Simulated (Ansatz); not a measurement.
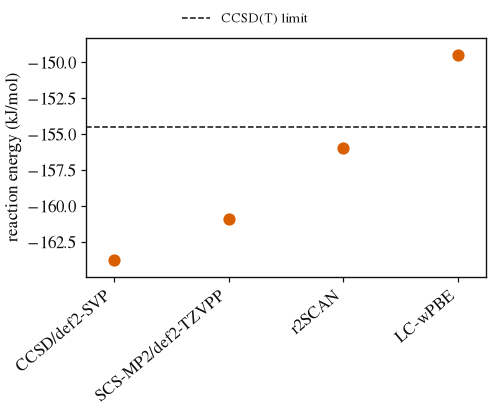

Electronic reaction energy of B₂NH₄F (NBBF) + BH₃O (BO) → B₂H₃OF (BOBF) + BNH₄ (BN) (SMILES in brackets) at several levels (functionals in def2-TZVPP unless a basis is named), isolated molecules at PBE0-D4 triple-zeta geometries, minima by their frequencies, no zero-point or thermal terms, the Ansatz code. The line is frozen-core CCSD(T) at the basis limit (MP2 extrapolated from triple and quadruple zeta, plus CCSD(T) less MP2 in a smaller set). The distance of CCSD/def2-SVP and SCS-MP2/def2-TZVPP to the limit includes basis error.

What do zero-point energy and temperature add?

Answer. Zero-point change −3.0 kJ/mol; at 298.15 K and 1 bar the CCSD(T) limit plus thermal terms gives an enthalpy of reaction of −157.9 and a free energy of −152.4 kJ/mol (harmonic PBE0-D4 modes, ideal gas).

Which level comes closest to the line (CCSD(T) limit), and which misses most?

Answer. Closest r2SCAN (−156.0 kJ/mol), against −154.5 kJ/mol; farthest CCSD/def2-SVP (−163.8 kJ/mol).

Note: one conformer of each flexible molecule.
